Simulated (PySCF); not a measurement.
C$_{6}$H$_{18}$OSi$_{2}$ (hexamethyldisiloxane)

Input file:

```
{"job": {"xc": "KT3", "basis": "6-31G*", "kind": "nmr", "pop": true}, "charge": 0, "multiplicity": 1}
C      2.582835     0.674072    -1.435530
Si     1.583675     0.263385     0.131679
C      2.195688    -1.351094     0.937089
C      1.634470     1.699035     1.383280
O      0.041527     0.049514    -0.359640
Si    -1.563529    -0.239493    -0.291746
C     -1.847032    -1.948280     0.501129
C     -2.189513    -0.198309    -2.088868
C     -2.384722     1.124017     0.754813
H      3.631544     0.833426    -1.205819
H      2.522659    -0.131029    -2.161279
H      2.209836     1.573387    -1.915670
H      3.235564    -1.279806     1.239884
H      2.109971    -2.186334     0.248572
H      1.612178    -1.596423     1.819442
H      1.063526     1.463296     2.276443
H      2.649600     1.926210     1.693051
H      1.210606     2.602829     0.956180
H     -2.898996    -2.215126     0.510929
H     -1.493209    -1.968982     1.527571
H     -1.315666    -2.724108    -0.041554
H     -1.999623     0.765855    -2.550243
H     -1.697606    -0.952108    -2.695701
H     -3.258135    -0.382040    -2.137086
H     -2.177836     2.108150     0.345448
H     -3.462703     1.003864     0.794020
H     -2.015004     1.112519     1.775766
```

Command:

```sh
OMP_NUM_THREADS=1 python ens_run.py task.json out
```

Geometry: GFN2-xTB.

Method: PySCF 2.14.0, KT3/6-31G*, SCF density, gas phase, non-relativistic.

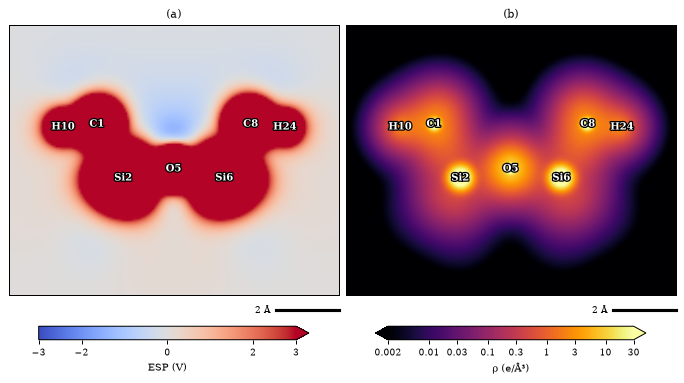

Figure 1. (a) molecular electrostatic potential; (b) electron density on the plane of atoms Si2, O5 and Si6.

> Interpret the plot.

- Atoms in the plane: C, Si, O and H.
- Si–O (1.63 Å): ρ at the midpoint is about 1.1 e/Å³.
- C–Si (1.90 Å): the density is about 0.93 e/Å³ at the midpoint.
- C–H (1.09 Å): ρ is about 1.9 e/Å³ halfway.
- Outside the dense part of the molecule the potential is most negative (−1.4 V) near O5.

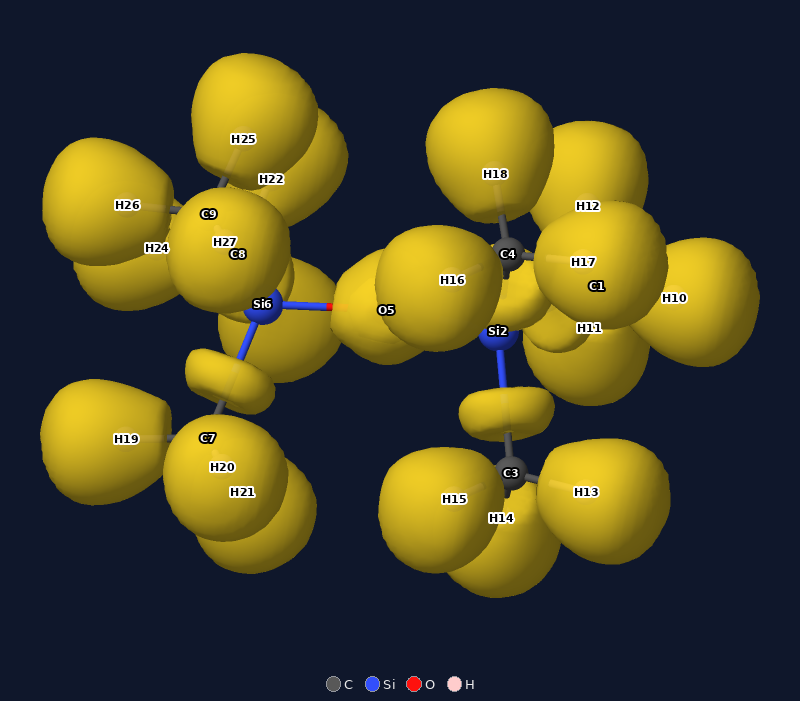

Figure 2. Isosurface of the ELF at 0.8 (yellow), seen at a tilt. Only the valence region is drawn (cores and ρ < 0.01 e/Å³ removed).

> Where are the electrons localised?

At this value the surface marks out six regions between bonded C–Si atoms (shared pairs), 18 regions around hydrogen nuclei and one region wrapped around O (its lone pairs, merged into a ring or cap). Along the contacts the grid gives the following. Si–O (1.63 Å): the ELF peaks at about 0.85 between the atoms: a shared but strongly polarised pair. C–Si (1.90 Å): the ELF peaks at about 0.95 between the atoms; a shared electron pair.

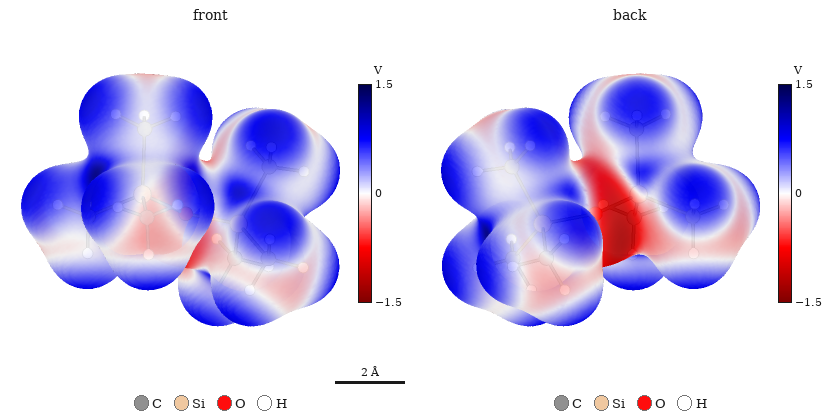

Figure 3. The molecular electrostatic potential painted on the density surface at 0.004 e/bohr³, seen from the front and from behind; red is negative and blue positive.

> Describe the electrostatic potential map.

The most negative region (about −1.1 V) lies over O5, the most positive (about +1.1 V) over Si2 and Si6. O5 is the likeliest acceptor of a hydrogen bond.

> How polar is the molecule by this calculation?

Its dipole moment is 0.34 D.
